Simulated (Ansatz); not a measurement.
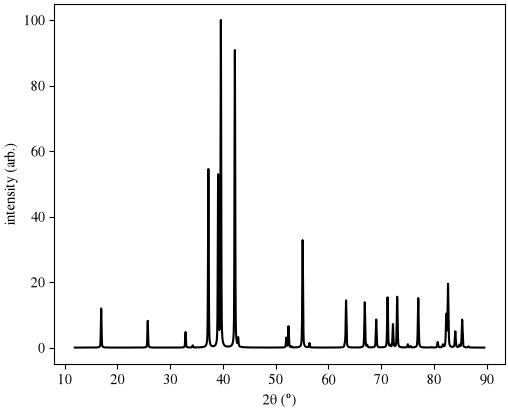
Figure: Simulated powder pattern, Cu Kα1, λ = 1.54056 Å

The pattern belongs to a structure relaxed with r²SCAN in the plane-wave PAW code Ansatz.

**Question.** Which compound is it?
(A) AgW, Pmma (W on 2e, Ag on 2f)
(B) TePt, Pmma (Pt on 2e, Te on 2f)
(C) NbAg, Pmma (Ag on 2e, Nb on 2f)
(D) MoW, Cmcm (W on 4c, Mo on 4c)

**Answer.** A, AgW, Pmma (W on 2e, Ag on 2f)

The start of the workflow was typed in or built on a structure type; neither database checked (COD, Materials Project) lists it. Its standing as an ambient phase is unchecked. Symmetry was held in the r²SCAN relaxation; whether a distortion lowers the energy is not shown. No spin polarisation was allowed. Its formation energy is positive at this level, so the cell may be metastable or incomplete. Spin–orbit coupling is left out wherever it is not named.

Potentials: the earlier of the program's two PAW sets.
